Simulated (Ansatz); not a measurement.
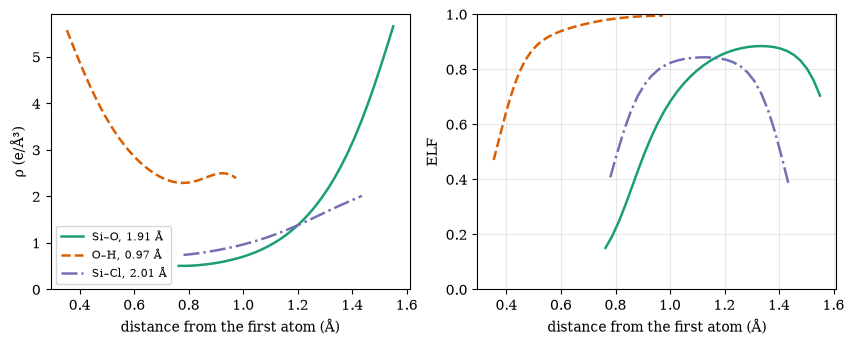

*ClH₂OSi (charge +1). Electron density and electron localisation function along straight lines between neighbouring atoms. The curves leave out the atomic cores.*

Geometry: r2SCAN-D4/def2-TZVP.

These are results of Ansatz 0.2.0, isolated molecule in a Gaussian basis; Kohn-Sham density functional theory, functional PBE0, not measurements.

```json
{"atom": "Cl", "x (Å)": "1.7284", "y (Å)": "3.5638", "z (Å)": "-0.5192"}
{"atom": "O", "x (Å)": "-1.0485", "y (Å)": "3.8633", "z (Å)": "0.0627"}
{"atom": "Si", "x (Å)": "0.3602", "y (Å)": "2.7563", "z (Å)": "0.7196"}
{"atom": "H", "x (Å)": "-0.9596", "y (Å)": "4.5372", "z (Å)": "-0.6373"}
{"atom": "H", "x (Å)": "-1.9626", "y (Å)": "3.8201", "z (Å)": "0.3955"}
```

Question: What kind of bonding do the profiles show?

Answer: Si–O (1.91 Å): ρ is about 0.63 e/Å³ halfway, with its minimum of 0.51 e/Å³ about 0.8 Å from Si; the ELF peaks at about 0.90 between the atoms, as expected for a polar covalent bond.
O–H (0.97 Å): ρ at the midpoint is about 3.8 e/Å³; the ELF climbs to about 1 towards the hydrogen, as it does in any bond to H: an ordinary covalent bond to hydrogen.
Si–Cl (2.01 Å): the density is about 0.98 e/Å³ at the midpoint; the ELF peaks at about 0.85 between the atoms (a polar covalent bond).
